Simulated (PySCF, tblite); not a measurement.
# C₂H₁₂O₂Si₄: geometry, infrared bands and NMR shifts

Aim: predict the infrared bands and NMR shifts of C₂H₁₂O₂Si₄ (`C[SiH](C)O[SiH]1[SiH2]O[SiH2]1`).

The runs use tblite 0.8.0 and PySCF 2.14.0, with density-fitted response routines of our own; the level of theory stands in each step. All values are computed, except where a source is named. Atoms are numbered from 0 throughout.

## Step 1: Starting geometry

20 atoms, charge 0, multiplicity 1; geometry from: force field or distance geometry start.

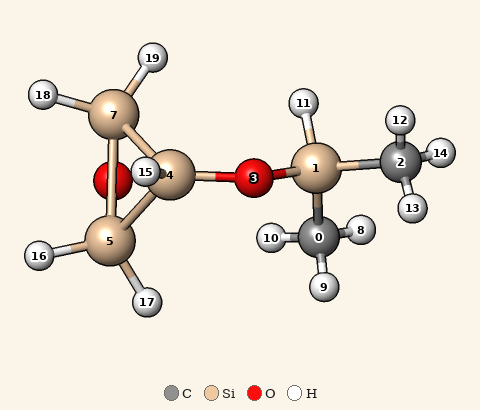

The starting geometry (carbon grey, silicon light orange, oxygen red, hydrogen white), atoms numbered.

## Step 2: Optimising the geometry with GFN2-xTB

Job settings and geometry (Å):

```
{"job": {"kind": "relax", "xc": "GFN2-xTB", "basis": "xTB"}, "charge": 0, "multiplicity": 1}
C      1.684000    -0.571100     1.250200
Si     1.434400     0.033100    -0.502300
C      2.994900     0.860600    -1.097000
O      0.109800     1.026600    -0.661400
Si    -1.545300     0.988100    -0.621900
Si    -2.508400     0.128300     1.247600
O     -2.389800    -1.421600     0.642500
Si    -2.548300    -1.018100    -0.963300
H      2.571600    -1.201400     1.331300
H      1.791400     0.271600     1.945100
H      0.816100    -1.162200     1.584600
H      1.193300    -1.156200    -1.351700
H      2.870300     1.179500    -2.132700
H      3.215700     1.751700    -0.505300
H      3.841500     0.197900    -1.038700
H     -2.174600     2.209100    -1.207900
H     -3.921300     0.522900     1.471200
H     -1.672800     0.271500     2.471700
H     -3.989000    -0.941100    -1.350500
H     -1.778700    -1.958500    -1.816500
```

Command:

```bash
$ OMP_NUM_THREADS=1 python probes_run.py task.json out
```

The driver reads the jobs from task.json and runs them one after another.

**Question.** This job is followed by: GFN2-xTB harmonic vibrations, gas phase; GIAO PBE0/pcSseg-1 NMR shielding, non-relativistic, gas phase. What will the session give for the following? strongest single infrared mode (GFN2-xTB); zero-point energy (GFN2-xTB); 13C shifts against TMS (PBE0/pcSseg-1, means over atoms taken as alike); 1H shifts against TMS (PBE0/pcSseg-1, means over atoms taken as alike); 29Si shifts against TMS (PBE0/pcSseg-1, means over atoms taken as alike); 17O shifts against H2O (PBE0/pcSseg-1).

As calculated:

| quantity | value |
| --- | --- |
| strongest single infrared mode (GFN2-xTB) | 1039 cm⁻¹, 852 km/mol |
| zero-point energy (GFN2-xTB) | 82.3 kcal/mol |
| 13C shifts against TMS (PBE0/pcSseg-1, means over atoms taken as alike) | 1.6 ppm |
| 1H shifts against TMS (PBE0/pcSseg-1, means over atoms taken as alike) | 6.80, 6.02, 5.80, 5.30, 0.24 ppm |
| 29Si shifts against TMS (PBE0/pcSseg-1, means over atoms taken as alike) | 28.7, 8.1, -1.5 ppm |
| 17O shifts against H2O (PBE0/pcSseg-1) | 48.1, 47.0 ppm |

In words: Over 126 steps the energy fell by 1.047 eV; of the close pairs, Si5–Si7 changed most, 2.491 to 2.819 Å. The lowest mode is slightly imaginary (8i cm⁻¹), a soft motion within the noise of the Hessian, so the minimum is not strictly shown. The strongest single mode, at 1039 cm⁻¹, moves mainly O3. Unscaled tight-binding wavenumbers are off by several per cent, some by more. Its intensities can rank the bands wrongly. At PBE0/pcSseg-1: Shielding is most anisotropic at O6 (span 227 ppm, paramagnetic term -110 ppm).
